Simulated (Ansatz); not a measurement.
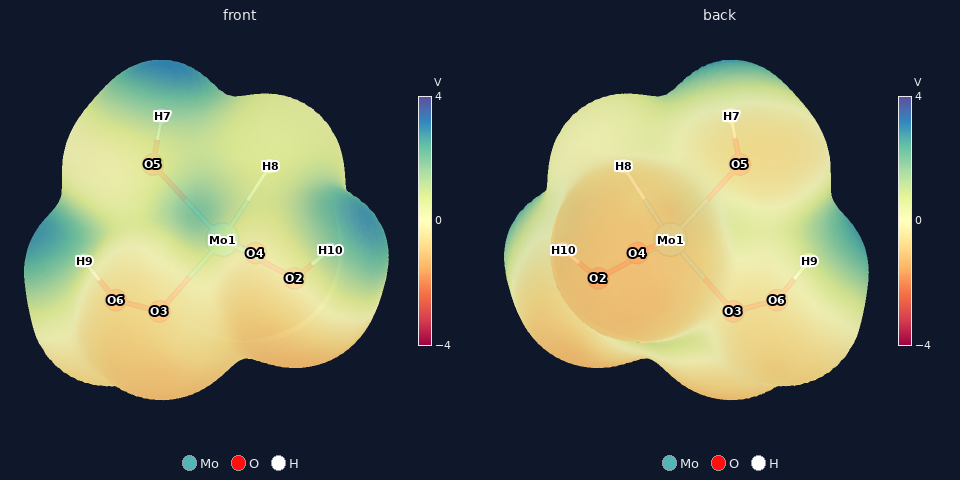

Figure 1: H4MoO5. The molecular electrostatic potential painted on the density surface at 0.002 e/bohr³, seen from the front and from behind; the colour scale runs from red (negative) to blue (positive).

Geometry: PBE-D4/def2-SVP; core potentials replace the inner electrons of Mo.

Theory: Ansatz, RKS PBE0-D4/def2-TZVP.

```xyz
10

Mo   -0.2635    0.3169    0.0527
O    -0.2286    1.4549   -1.4686
O    -0.5870   -1.1237   -1.2600
O    -1.5280    0.9442    0.9728
O     0.8840   -0.6927    1.2044
O    -1.1110   -1.8323   -0.0959
H     1.7450   -0.3716    1.5242
H     0.9948    1.4170    0.4022
H    -0.3081   -2.2980    0.2537
H     0.4023    2.1853   -1.5853
```

> Where is the surface potential most negative and most positive?

The most negative region (about −1.3 V) lies over O2, the most positive (about +3.1 V) over H7. O2 is the likeliest acceptor of a hydrogen bond.
